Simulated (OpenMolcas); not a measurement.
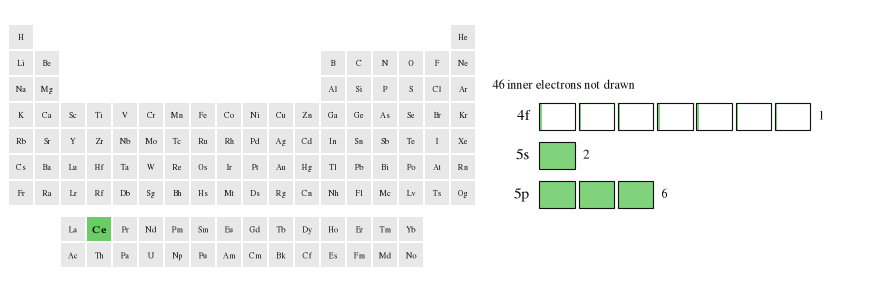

*Left, the place of cerium in the periodic table; right, the outer shells of the leading configuration of the lowest level: a box for each of the 2l + 1 orbitals, shaded by the share of the shell that is filled, with the electron count at the right.*

## Run report: Ce³⁺ complex, multiconfigurational calculation

Ce³⁺ with 6 ligands (O; octahedron, 2.395 Å), embedded in CaO by model potentials and point charges, whose field is part of the energies. Computed at this level: state-averaged CASSCF, active space 1 electron in the shell 4f, basis ANO-RCC-VDZP on the metal and ANO-RCC-VDZP on the ligands, DKH2 scalar Hamiltonian, spin-orbit coupling by RASSI with atomic mean-field integrals (OpenMolcas).

Output (extracts):
```
--- SEWARD ---
Basis set label: CE.ANO-RCC...7S6P4D2F1G.

      Electronic valence basis set:
      ------------------
      Associated Effective Charge  58.000000 au
      Associated Actual Charge     58.000000 au
      Nuclear Model: Point charge

      Shell  nPrim  nBasis  Cartesian Spherical Contaminant
         s      25       7        X
         p      22       6        X
         d      15       4                 X
         f      11       2                 X
         g       4       1                 X
                  Relativistic Douglas-Kroll-Hess integrals:
                    - DKH order of Hamiltonian: 2
                    - DKH order of Properties : 0
                  Atomic mean-field integrals
--- RASSCF ---
Wave function specifications:
      -----------------------------

      Number of closed shell electrons         114
      Number of electrons in active shells       1
      Max number of holes in RAS1 space          0
      Max nr of electrons in RAS3 space          0
      Number of inactive orbitals               57
      Number of active orbitals                  7
      Number of secondary orbitals             112
      Spin quantum number                      0.5
      State symmetry                             2
Orbital specifications:
      -----------------------

      Symmetry species                           1   2
                                                ag  au
      Frozen orbitals                            0   0
      Inactive orbitals                         30  27
      Active orbitals                            0   7
      RAS1 orbitals                              0   0
      RAS2 orbitals                              0   7
      RAS3 orbitals                              0   0
      Secondary orbitals                        60  52
      Deleted orbitals                           0   0
      Number of basis functions                 90  86
      Number of CSFs                             7
      Number of root(s) required                 7
      Iter CI   SX   CI       RASSCF       Energy    max ROT     max BLB   max BLB  Level Ln srch  Step   QN
          iter iter root      energy       change     param      element    value   shift minimum  type update
 Nr of preliminary CI iterations:   1
      Total energies have been shifted. Add                -9000.00 au
        1   1    9    0  -308.74357279    0.00E+00  -7.04E-02   25  67 2 -4.76E-01*  0.78   0.00    SX    NO
        2   1   10    0  -310.37647423   -1.63E+00* -7.20E-02   30  33 1  2.22E-01*  0.54   0.00    SX    NO
        3   1   10    0  -310.69575603   -3.19E-01* -3.15E-02   30  33 1  9.32E-02*  0.61   0.00    SX    NO
        4   1    9    0  -310.74606564   -5.03E-02* -1.70E-02   30  33 1  5.12E-02*  0.64   0.00    SX    NO
        5   1    9    0  -310.75871035   -1.26E-02* -1.60E-02   30  33 1  2.61E-02*  0.65   2.04    LS   YES
        6   1    9    0  -310.76315257   -4.44E-03* -2.10E-03   12  44 2 -6.96E-03*  0.66   1.11    QN   YES
        7   1    8    0  -310.76365248   -5.00E-04* -1.14E-03   15  49 2 -3.11E-03*  0.66   1.36    QN   YES
        8   1    7    0  -310.76375626   -1.04E-04* -3.51E-04   12  31 2  7.57E-04*  0.66   1.17    QN   YES
        9   1    7    0  -310.76376452   -8.26E-06*  1.88E-04   12  31 2  3.42E-04*  0.66   1.35    QN   YES
       10   1    6    0  -310.76376599   -1.47E-06*  7.73E-05   12  31 2  1.29E-04*  0.66   1.28    QN   YES
       11   1    6    0  -310.76376616   -1.71E-07*  1.16E-04   27  31 2  5.03E-05   0.66   2.50    LS   YES
       12   1    6    0  -310.76376599    1.76E-07*  6.64E-05   12  44 2 -1.39E-04*  0.66   0.18    LS   YES
       13   1    6    0  -310.76376616   -1.73E-07*  2.44E-05   12  44 2 -5.87E-05   0.66   1.26    QN   YES
       14   1    5    0  -310.76376618   -2.04E-08*  3.65E-05   27  31 2  1.90E-05   0.66   2.50    LS   YES
       15   1    6    0  -310.76376614    3.75E-08*  2.21E-05   10  46 1  5.44E-05   0.66   0.14    LS   YES
       16   1    5    0  -310.76376618   -3.58E-08*  1.74E-05   12  31 2  2.80E-05   0.66   1.25    QN   YES
       17   1    4    0  -310.76376618   -2.79E-09   2.61E-05   27  31 2  1.02E-05   0.66   2.50    LS   YES
      Convergence after 17 iterations
       18   1    4    0  -310.76376617    6.50E-09   2.61E-05   12  44 2 -2.29E-05   0.66   2.50    LS   YES
      Natural orbitals and occupation numbers for root  1
      sym 2:   0.000000   1.000000  -0.000000  -0.000000  -0.000000   0.000000   0.000000
      Natural orbitals and occupation numbers for root  2
      sym 2:  -0.000000  -0.000000   0.000000   0.000000   1.000000   0.000000  -0.000000
      Natural orbitals and occupation numbers for root  3
      sym 2:   0.000000   1.000000   0.000000   0.000000   0.000000   0.000000  -0.000000
::    RASSCF root number  1 Total energy:  -9310.77161823
::    RASSCF root number  2 Total energy:  -9310.76647544
::    RASSCF root number  3 Total energy:  -9310.76647544
::    RASSCF root number  4 Total energy:  -9310.76647544
::    RASSCF root number  5 Total energy:  -9310.75843956
::    RASSCF root number  6 Total energy:  -9310.75843956
::    RASSCF root number  7 Total energy:  -9310.75843956
--- RASSI ---
SPIN-FREE ENERGIES:
  (Shifted by EMIN (a.u.) =      -9310.7716182272)

 SF State       Relative EMIN(au)   Rel lowest level(eV)    D:o, cm**(-1)

     1             0.0000000000        0.0000000000              0.0000
     2             0.0051427908        0.1399424670           1128.7121
     3             0.0051427908        0.1399424670           1128.7121
     4             0.0051427908        0.1399424670           1128.7121
     5             0.0131786674        0.3586098080           2892.3832
     6             0.0131786674        0.3586098080           2892.3832
     7             0.0131786674        0.3586098080           2892.3832
     Dipole printing threshold changed to   1.00000000E+00
Eigenvalues of complex Hamiltonian:
   -----------------------------------
  (Shifted by EMIN (a.u.) =      -9310.7716182272)

 SO State       Relative EMIN(au)   Rel lowest level(eV)    D:o, cm**(-1)

     1            -0.0036839393        0.0000000000              0.0000
     2            -0.0036839393        0.0000000000              0.0000
     3             0.0027570654        0.1752686658           1413.6371
     4             0.0027570654        0.1752686658           1413.6371
     5             0.0027570655        0.1752686681           1413.6371
     6             0.0027570655        0.1752686681           1413.6371
     7             0.0073195547        0.2994203247           2414.9878
     8             0.0073195547        0.2994203247           2414.9878
     9             0.0141457211        0.4851697760           3913.1581
    10             0.0141457211        0.4851697760           3913.1581
    11             0.0141457212        0.4851697787           3913.1582
    12             0.0141457212        0.4851697787           3913.1582
    13             0.0175231859        0.5770752745           4654.4260
    14             0.0175231859        0.5770752745           4654.4260
Weights of the five most important spin-orbit-free states for each spin-orbit state.

 SO State  Total energy (au)           Spin-free states, spin, and weights
 -------------------------------------------------------------------------------------------------------
    1        -0.003684       1 0.5  0.6652    3 0.5  0.1116    2 0.5  0.1116    4 0.5  0.1116    6 0.5  0.0000
    2        -0.003684       1 0.5  0.6652    3 0.5  0.1116    2 0.5  0.1116    4 0.5  0.1116    6 0.5  0.0000
    3         0.002757       4 0.5  0.4813    5 0.5  0.1464    2 0.5  0.1450    6 0.5  0.1286    3 0.5  0.0980
    4         0.002757       4 0.5  0.4813    5 0.5  0.1464    2 0.5  0.1450    6 0.5  0.1286    3 0.5  0.0980
    5         0.002757       3 0.5  0.3849    2 0.5  0.3379    7 0.5  0.1832    6 0.5  0.0551    5 0.5  0.0373
    6         0.002757       3 0.5  0.3849    2 0.5  0.3379    7 0.5  0.1832    6 0.5  0.0552    5 0.5  0.0373
    7         0.007320       1 0.5  0.3348    4 0.5  0.2217    2 0.5  0.2217    3 0.5  0.2217    6 0.5  0.0000
    8         0.007320       1 0.5  0.3348    4 0.5  0.2217    2 0.5  0.2217    3 0.5  0.2217    6 0.5  0.0000
    9         0.014146       7 0.5  0.4813    3 0.5  0.1466    6 0.5  0.1453    2 0.5  0.1284    5 0.5  0.0977
   10         0.014146       7 0.5  0.4813    3 0.5  0.1466    6 0.5  0.1453    2 0.5  0.1284    5 0.5  0.0977
   11         0.014146       5 0.5  0.3851    6 0.5  0.3376    4 0.5  0.1831    2 0.5  0.0553    3 0.5  0.0372
   12         0.014146       5 0.5  0.3851    6 0.5  0.3376    4 0.5  0.1831    2 0.5  0.0553    3 0.5  0.0372
```

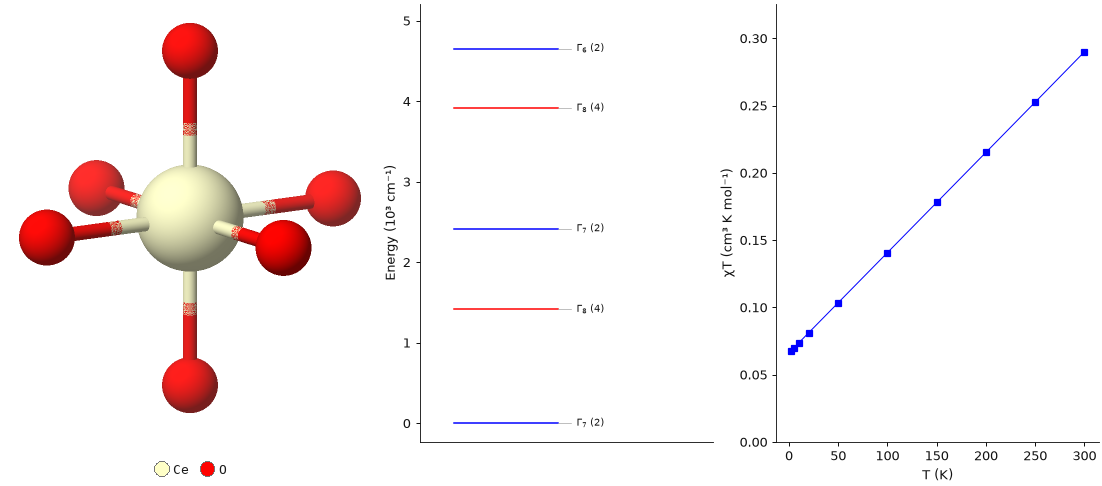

*Ce³⁺ (4f) as a dopant in CaO, a cluster with its 6 nearest O²⁻ at 2.395 Å (octahedron) embedded in model potentials and point charges; the geometry was set, not optimised, and its levels and susceptibility. Labels give the representation in O, Td, D4 or D3 as the site allows (double group for half-integer spin) where it could be assigned and, in brackets, the degeneracy; spin-free states, where drawn, share the zero of the spin-orbit levels. Powder susceptibility by Van Vleck's formula.*

The ground level is Γ₇, a Kramers doublet, 100 % from states of spin multiplicity 2, effective J = 2.59, with |mJ| = 3/2 the largest share (80 %). Its principal g values are 0.84, 0.84 and 0.84, isotropic. The next level lies at 1,410 cm⁻¹ (Γ₈). The lowest J multiplet spreads over 1,410 cm⁻¹. χT is 0.0678 cm³ K mol⁻¹ at 2 K and 0.290 at 300 K, an effective moment of 1.52 μB. The active orbitals hold 98 to 100 % metal character (Löwdin), and the Mulliken charge of the metal is +2.22.

Input file:
```
&GATEWAY
Basis set
Ce.ANO-RCC-VDZP.
Ce1 0.0 0.0 0.0 Angstrom
End of basis
Basis set
O.ANO-RCC-VDZP.
L1 2.395000 0.000000 0.000000 Angstrom
L2 0.000000 2.395000 0.000000 Angstrom
L3 0.000000 0.000000 2.395000 Angstrom
End of basis
Basis set
Ca.EMB-AIMP.Pascual.13s7p.1s1p.ECP.CaO.
PseudoCharge
* 3 symmetry-unique lattice sites within 7.6 angstrom
End of basis
Basis set
Ca.EMB-AIMP.Pascual.0s.0s.ECP.CaO.
PseudoCharge
* 24 symmetry-unique lattice sites within 7.6 angstrom
End of basis
Basis set
O.EMB-AIMP.Pascual.0s.0s.ECP.CaO.
PseudoCharge
* 31 symmetry-unique lattice sites within 7.6 angstrom
End of basis
Symmetry
XYZ
AngMom=0.0 0.0 0.0
AMFI
RICD
XField
1037 Angstrom 0
* Evjen-weighted lattice charges
&SEWARD
&RASSCF
FileOrb=start.orb
Symmetry=2
Spin=2
nActEl=1 0 0
Inactive=30 27
Ras2=0 7
CIRoot=7 7 1
SDav=7
CIMx=300
Iter=150 100
PrWF=0.3
OrbListing=Nothing
MaxOrb=0
LevShft=1.0
>>> COPY $Project.JobIph JOB001
&RASSI
NrOfJobIphs=1 7
1 2 3 4 5 6 7
IphNames
JOB001
EJob
SpinOrbit
DIPRint=1.0
SOCoupling=1000.0
Subsets=2
Property=9
'ANGMOM' 1 'ANGMOM' 2 'ANGMOM' 3 'MLTPL  1' 1 'MLTPL  1' 2 'MLTPL  1' 3
'AMFI' 1 'AMFI' 2 'AMFI' 3
SOProperty=3
'ANGMOM' 1 'ANGMOM' 2 'ANGMOM' 3
```

The file start.orb holds starting orbitals from an earlier step. A driver script formed the levels outside the program, from RASSI's spin-orbit matrix and the active-space energies, averaged over the components of each term or state.

Launched with:
```bash
OMP_NUM_THREADS=1 MOLCAS_MEM=2457 MOLCAS_PROJECT=a pymolcas a.inp > a.log  # once for each step of the input, in one work folder
```

Key numbers:

- outcome: converged
- energy of the lowest spin-free term: −9310.77162 hartree
- energy of the lowest spin-orbit level: −9310.77530 hartree
- largest spread among components of a term: 0.0 cm⁻¹
- hardware: 1 thread of Arm Neoverse V1, 24 GiB of memory available, shared host
- wall time: 21 s
- peak memory: 0.6 GiB

Notes:

Caveats: the geometry is set by hand, with no relaxation.
